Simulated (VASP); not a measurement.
Band structure of Co₂Si (sg62). Method: PBEsol GGA, VASP's PBE PAW potentials (set 64) (plane waves; VASP 6.6.1).

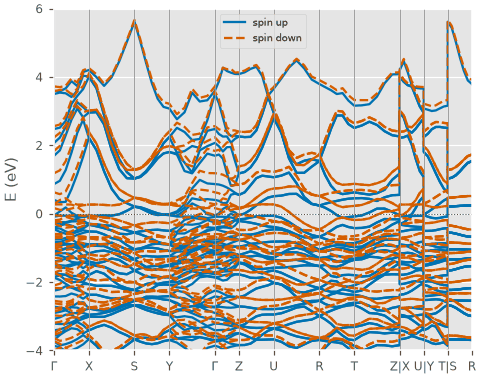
*Bands along high-symmetry lines, zero at the valence-band maximum or, without a gap, the Fermi level*

Task: Read the plot: is there a gap, and where are the band edges?

Result: It has no gap at this level: it comes out as a metal or semimetal. (Edges off the drawn lines would not show.)

The compound is Co2Si in the sg62 structure. It was relaxed first, which changed the volume by -6 %.
